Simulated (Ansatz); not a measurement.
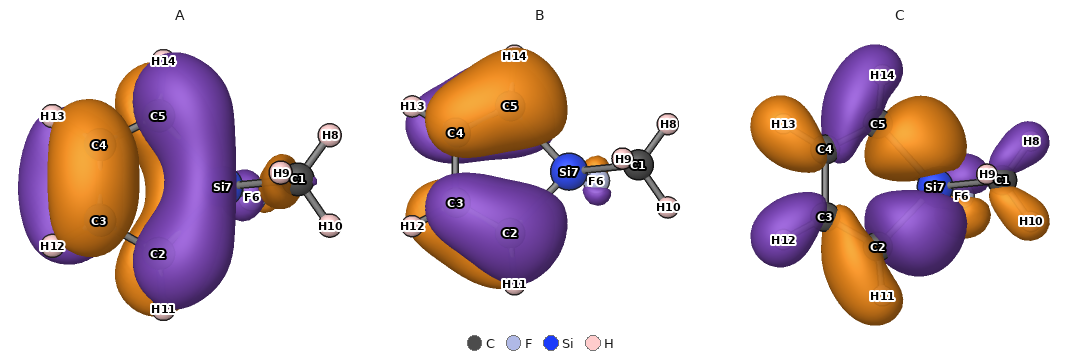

Figure. C₅H₇FSi (SMILES C[Si]1(F)C=CC=C1). Three frontier orbitals at ±0.08 Å⁻³ᐟ² (orange and purple are the two phases), in no order.

Geometry: B3LYP-D3(BJ)/def2-SVP.

All numbers below come from Ansatz, isolated molecule in a Gaussian basis; Kohn-Sham density functional theory, functional PBE0.

```tsv
atom	x (Å)	y (Å)	z (Å)
C	1.1041	0.7884	1.8500
C	0.6313	0.8227	-1.2808
C	-0.3554	0.0550	-1.7904
C	-1.5849	-0.1108	-0.9575
C	-1.6067	0.5207	0.2356
F	-0.0774	2.9986	0.5464
Si	0.0562	1.3707	0.4194
H	0.6364	1.0522	2.8120
H	1.2261	-0.3058	1.8128
H	2.1040	1.2497	1.8174
H	1.5682	0.9983	-1.8130
H	-0.2992	-0.4433	-2.7648
H	-2.4075	-0.7277	-1.3363
H	-2.4585	0.4550	0.9153
```

### Which picture is the HOMO−1, the HOMO and the LUMO?

C is the HOMO−1 (−8.75 eV). It lies mainly on C2 (about 25 %), C5 (about 25 %) and Si7 (about 20 %). B is the HOMO (−6.94 eV). Its weight (Hirshfeld) is mainly on C2 (about 25 %), C5 (about 25 %), C4 (about 15 %) and C3 (about 15 %). A is the LUMO (−1.87 eV). Its weight (Hirshfeld) is mainly on C2 (about 20 %), C5 (about 20 %), C4 (about 15 %), C3 (about 15 %) and Si7 (about 15 %).

### What is the HOMO–LUMO gap?

5.07 eV between the orbital energies.
